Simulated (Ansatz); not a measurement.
**CH5AlCl (charge -1): rigid scan of one bond length from a Python script**

How does the energy of CH5AlCl (charge -1) change as one bond is stretched? The task is a rigid scan of one bond length, for CH5AlCl (charge -1). SMILES: [AlH3-][CH2]Cl.

Computed with Ansatz 0.2.0 through its Python package. Level of theory: CAM-B3LYP/6-31G*.

### 1 Starting point

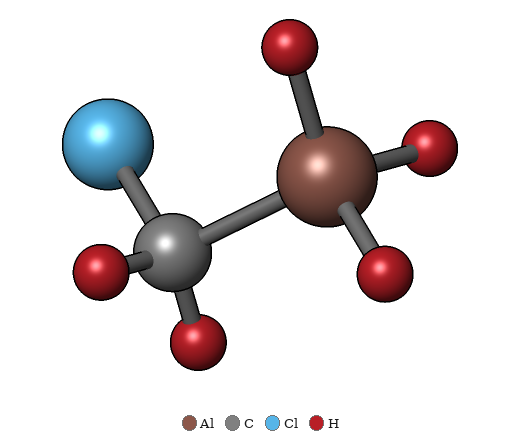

The starting structure, viewed from a chosen angle; aluminium brown, carbon grey, chlorine blue, hydrogen red.

The script holds or builds the structure itself.

### 2 The script

Contents of run_scan.py:

```python
# -*- coding: utf-8 -*-
import ansatz as az
import numpy as np

config = {
    'basis_set': '6-31G*',
    'xc': 'cam_b3lyp',
    'charge': -1,
}

system = (
    az.Crystal.molecule()
    .atom('Al', (0.9581, 0.1255, 0.006))
    .atom('C', (-0.9883, -0.291, -0.0353))
    .atom('Cl', (-1.9175, 1.1976, 0.2493))
    .atom('H', (1.34, 0.7296, 1.434))
    .atom('H', (1.7917, -1.2121, -0.2498))
    .atom('H', (1.2954, 1.1926, -1.133))
    .atom('H', (-1.2242, -1.0319, 0.7559))
    .atom('H', (-1.2552, -0.7103, -1.0271))
)

symbols = [site.symbol for site in system.cartesian_sites]
start = np.array([site.position_ang for site in system.cartesian_sites])
axis = (start[1] - start[0]) / np.linalg.norm(start[1] - start[0])
moving = [1, 2, 6, 7]
lengths, energies = [1.752, 1.832, 1.911, 1.991, 2.071, 2.15, 2.23, 2.349], []
for length in lengths:
    xyz = start.copy()
    xyz[moving] += (length - np.linalg.norm(start[1] - start[0])) * axis
    point = az.Crystal.molecule()
    for symbol, place in zip(symbols, xyz):
        point = point.atom(symbol, place.tolist())
    calculation = (
        point.calculation()
        .basis(gaussian=config['basis_set'])
        .functional(config['xc'])
        .charge(config['charge'])
    )
    r = calculation.run(threads=1).report
    energies.append(r['free_energy_ev'])
    print(f'r = {length:6.3f} A  E = {energies[-1]:.5f} eV  <S^2> = {abs(r["mean_field"]["state"]["spin_squared"]):.3f}')

fit = np.polynomial.Polynomial.fit(lengths, np.array(energies) - min(energies), 4).convert()
roots = [r.real for r in fit.deriv().roots() if abs(r.imag) < 1e-9 and fit.deriv(2)(r.real) > 0]
r_e = min(roots, key=lambda r: abs(r - lengths[int(np.argmin(energies))]))
print(f'minimum of the fit at {r_e:.4f} A, force constant {fit.deriv(2)(r_e):.2f} eV/A^2')
```

### 3 The calls as engine input

The engine receives this input (first run):

```yaml
crystal:
  periodic: [false, false, false]
  atoms:
    - { symbol: Al, position_ang: [0.9581, 0.1255, 0.006] }
    - { symbol: C, position_ang: [-0.7547467159167954, -0.241023148982401, -0.0303443122520364] }
    - { symbol: Cl, position_ang: [-1.6839467159167956, 1.247576851017599, 0.2542556877479636] }
    - { symbol: H, position_ang: [1.34, 0.7296, 1.434] }
    - { symbol: H, position_ang: [1.7917, -1.2121, -0.2498] }
    - { symbol: H, position_ang: [1.2954, 1.1926, -1.133] }
    - { symbol: H, position_ang: [-0.9906467159167954, -0.9819231489824011, 0.7608556877479636] }
    - { symbol: H, position_ang: [-1.0216467159167957, -0.6603231489824011, -1.0221443122520364] }
basis:
  gaussian:
    orbitals: "6-31G*"
hamiltonian:
  xc: cam_b3lyp
total_charge: -1.0
```

### 4 Running it

Started as:

```
$ python run_scan.py
```

The log of the run:

```text
r =  1.752 A  E = -20236.94710 eV  <S^2> = 0.000
r =  1.832 A  E = -20237.34436 eV  <S^2> = 0.000
r =  1.911 A  E = -20237.57097 eV  <S^2> = 0.000
r =  1.991 A  E = -20237.67801 eV  <S^2> = 0.000
r =  2.071 A  E = -20237.69575 eV  <S^2> = 0.000
r =  2.150 A  E = -20237.65043 eV  <S^2> = 0.000
r =  2.230 A  E = -20237.55965 eV  <S^2> = 0.000
r =  2.349 A  E = -20237.37025 eV  <S^2> = 0.000
minimum of the fit at 2.0483 A, force constant 10.85 eV/A^2
```

It took 17 s on 1 thread of Arm Neoverse V1, shared host; peak memory 0.2 GiB.

### 5 Inputs of later runs

The engine's inputs for some of the other runs:

Run 5, against run 1:

```diff
@@ -5,2 +5,2 @@
-    - { symbol: C, position_ang: [-0.7547467159167954, -0.241023148982401, -0.0303443122520364] }
-    - { symbol: Cl, position_ang: [-1.6839467159167956, 1.247576851017599, 0.2542556877479636] }
+    - { symbol: C, position_ang: [-1.0666177789176277, -0.30775881366584046, -0.036961798329890064] }
+    - { symbol: Cl, position_ang: [-1.9958177789176277, 1.1808411863341595, 0.24763820167010991] }
@@ -10,2 +10,2 @@
-    - { symbol: H, position_ang: [-0.9906467159167954, -0.9819231489824011, 0.7608556877479636] }
-    - { symbol: H, position_ang: [-1.0216467159167957, -0.6603231489824011, -1.0221443122520364] }
+    - { symbol: H, position_ang: [-1.3025177789176277, -1.0486588136658406, 0.7542382016701099] }
+    - { symbol: H, position_ang: [-1.3335177789176278, -0.7270588136658406, -1.02876179832989] }
```

Run 6, against run 1:

```diff
@@ -5,2 +5,2 @@
-    - { symbol: C, position_ang: [-0.7547467159167954, -0.241023148982401, -0.0303443122520364] }
-    - { symbol: Cl, position_ang: [-1.6839467159167956, 1.247576851017599, 0.2542556877479636] }
+    - { symbol: C, position_ang: [-1.143852305491501, -0.3242858278037455, -0.03860061149650586] }
+    - { symbol: Cl, position_ang: [-2.073052305491501, 1.1643141721962544, 0.24599938850349415] }
@@ -10,2 +10,2 @@
-    - { symbol: H, position_ang: [-0.9906467159167954, -0.9819231489824011, 0.7608556877479636] }
-    - { symbol: H, position_ang: [-1.0216467159167957, -0.6603231489824011, -1.0221443122520364] }
+    - { symbol: H, position_ang: [-1.379752305491501, -1.0651858278037456, 0.7525993885034942] }
+    - { symbol: H, position_ang: [-1.4107523054915012, -0.7435858278037455, -1.0304006114965059] }
```

Run 8, against run 1:

```diff
@@ -5,2 +5,2 @@
-    - { symbol: C, position_ang: [-0.7547467159167954, -0.241023148982401, -0.0303443122520364] }
-    - { symbol: Cl, position_ang: [-1.6839467159167956, 1.247576851017599, 0.2542556877479636] }
+    - { symbol: C, position_ang: [-1.3384051002788544, -0.3659171672144178, -0.04272876111874059] }
+    - { symbol: Cl, position_ang: [-2.267605100278854, 1.1226828327855822, 0.24187123888125941] }
@@ -10,2 +10,2 @@
-    - { symbol: H, position_ang: [-0.9906467159167954, -0.9819231489824011, 0.7608556877479636] }
-    - { symbol: H, position_ang: [-1.0216467159167957, -0.6603231489824011, -1.0221443122520364] }
+    - { symbol: H, position_ang: [-1.5743051002788544, -1.1068171672144178, 0.7484712388812594] }
+    - { symbol: H, position_ang: [-1.6053051002788545, -0.7852171672144179, -1.0345287611187406] }
```

### 6 Run by run

From the records of these 8 runs:

```tsv
run	distance (Å)	energy from run 5 (eV)	SCF cycles	CPU time (s)
1	1.75	0.7486	15	2.1
2	1.83	0.3514	15	2
3	1.91	0.1248	15	2
4	1.99	0.0177	15	2
5	2.07	0.0000	14	2
6	2.15	0.0453	15	2
7	2.23	0.1361	15	2
8	2.35	0.3255	15	2
```

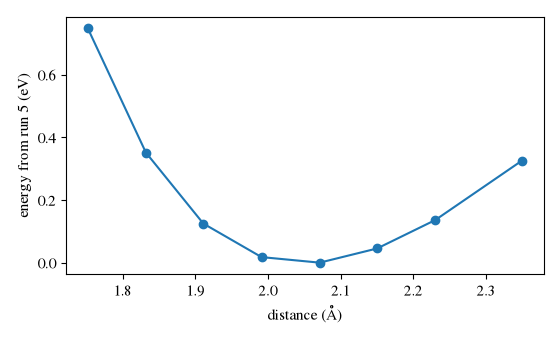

Energy against distance; lines join the points.

### 7 What came out

```
                        quantity     value
bond length at the fit's minimum  2.0483 Å
                   runs compared         8
                 range of energy  0.749 eV
      lowest point, distance (Å)      2.07
```

**Reading.** The curve has its lowest point inside the range, at 2.07. The ends stand 0.749 and 0.325 eV above it. The distance scanned is the script's pair 0, 1. Reading the output:
- The rest of the molecule is held rigid at a force-field or estimated start geometry, and the basis set is modest; single-reference methods fail as a bond breaks.
- The orbitals are restricted, so S² is zero by construction.
- Anions want diffuse functions, which this basis lacks.
